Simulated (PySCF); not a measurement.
**C$_{3}$H$_{10}$F$_{2}$Si$_{3}$: density, localisation and related maps**

The calculation's input:

```
{"job": {"kind": "nmr", "xc": "PBE0", "basis": "pcSseg-1"}, "charge": 0, "multiplicity": 1}
C     -2.415014    -0.621667     0.427108
C     -1.452754    -0.047245    -0.607141
C     -0.141566     0.416708    -0.000542
F     -0.447637     1.475041     0.906479
Si     1.190210     1.194004    -1.220861
Si     2.777723     0.238332     0.203273
F      3.843595    -0.743926    -0.542578
Si     0.902824    -0.865286     1.061255
H     -1.987151    -1.505442     0.896085
H     -2.611958     0.117155     1.200178
H     -3.358945    -0.895394    -0.039086
H     -1.219534    -0.802017    -1.361678
H     -1.933542     0.796079    -1.111320
H      1.003087     0.630590    -2.564848
H      0.981874     2.638667    -1.326863
H      3.715176     1.017632     1.010240
H      0.512630    -0.806588     2.470759
H      0.632222    -2.230323     0.587885
```

Launched as:

```sh
OMP_NUM_THREADS=1 python probes_run.py task.json out
```

Geometry: GFN2-xTB.

Level of theory: PySCF, PBE0/pcSseg-1, SCF density, gas phase, non-relativistic.

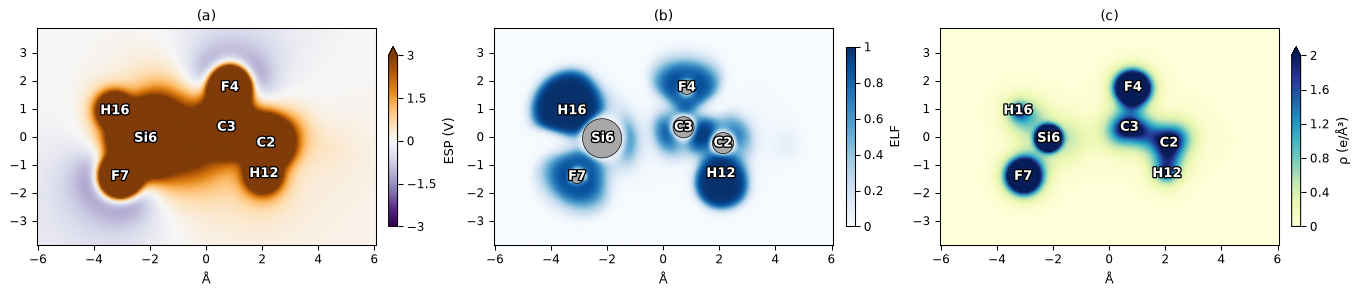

Figure 1. (a) electrostatic potential; (b) electron localisation function; (c) total electron density on the plane of atoms C2, C3 and F4. Grey discs cover the atomic cores in the ELF map.

### What does the map show?

The section cuts through C, F, Si and H sites.
C–F (1.43 Å): ρ is about 1.8 e/Å³ halfway, with its minimum of 1.4 e/Å³ about 0.5 Å from C; the ELF peaks at about 0.80 between the atoms; a shared but strongly polarised pair.
C–C (1.52 Å): the density is about 1.7 e/Å³ at the midpoint; the ELF peaks at about 0.95 between the atoms, as expected for localised, covalent bonding.
Si–F (1.63 Å): ρ is about 1 e/Å³ halfway; the ELF peaks at about 0.80 in the valence shell of F, 0.6 Å from its nucleus, and is about 0.50 at the midpoint.
C–H (1.09 Å): the density is about 2 e/Å³ at the midpoint; the ELF climbs to about 1 towards the hydrogen, as it does in any bond to H (an ordinary covalent bond to hydrogen).
Si–H (1.46 Å): ρ is about 0.82 e/Å³ halfway; the ELF climbs to about 1 towards the hydrogen.
The ELF also peaks beside F7 and F4, away from the bonds: lone-pair regions.
Outside the dense part of the molecule the potential is most negative (−1.2 V) near F7.

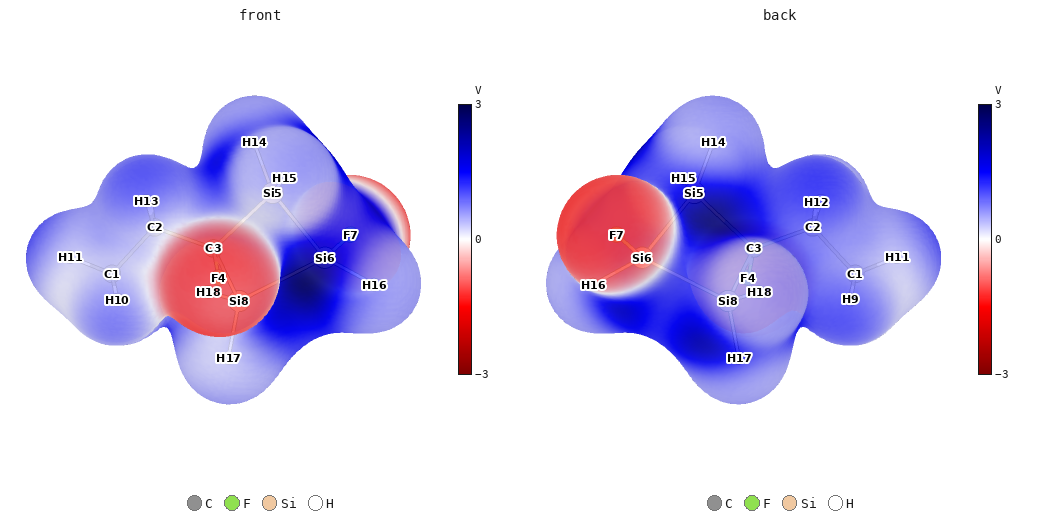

Figure 2. The electrostatic potential painted on the density surface at 0.004 e/bohr³, seen from the front and from behind; the colour scale runs from red (negative) to blue (positive).

### Where is the surface potential most negative and most positive?

The most negative region (about −1.2 V, or −28 kcal/mol for a unit charge) lies over F7, the most positive (about +2.6 V, or +60 kcal/mol for a unit charge) over Si5, Si6 and Si8.
